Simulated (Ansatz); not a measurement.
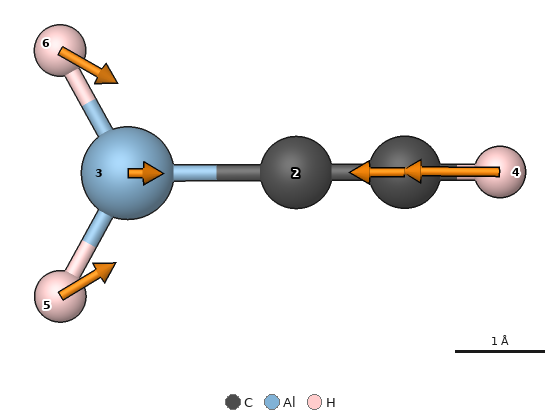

This is a relaxation of C2H3Al. The starting structure is drawn; orange arrows show the displacements, magnified 30 times. The two geometries are superimposed by the best rigid fit.

A ball-and-stick model, seen face on.

The start comes from PBE-D4/def2-SVP.

All numbers below come from RKS PBE0-D4/def2-TZVP in Ansatz.

Input file:
```yaml
crystal:
  periodic: [false, false, false]
  atoms:
    - {symbol: C, position_ang: [-0.802160, -1.656632, -0.301526]}
    - {symbol: C, position_ang: [-0.265841, -0.562548, -0.105704]}
    - {symbol: Al, position_ang: [0.570688, 1.136721, 0.197384]}
    - {symbol: H, position_ang: [-1.273202, -2.616862, -0.473769]}
    - {symbol: H, position_ang: [1.370471, 1.823689, -0.999168]}
    - {symbol: H, position_ang: [0.442143, 1.811632, 1.636583]}
basis:
  gaussian: {orbitals: def2-TZVP}
hamiltonian: {xc: pbe0, dispersion: d4}
relax: {f_tol: 0.005, max_steps: 150}
```

> Which element moves most?

Hydrogen: up to 0.038 Å, against 0.021 Å for carbon.

> What happened in the run?

The energy falls by 0.82 kcal/mol in 3 geometry steps. Largest force component: 1.7 eV/Å at the start, 0.0018 eV/Å at the end. The atom that moves furthest after the best rigid fit is H4 (0.038 Å). Largest moves by element: H 0.038 Å, C 0.021 Å, Al 0.014 Å. Some distances before and after: C1–C2 1.234 → 1.211 Å, C1–H4 1.083 → 1.067 Å, Al3–H5 1.595 → 1.580 Å, C2–Al3 1.918 → 1.906 Å.
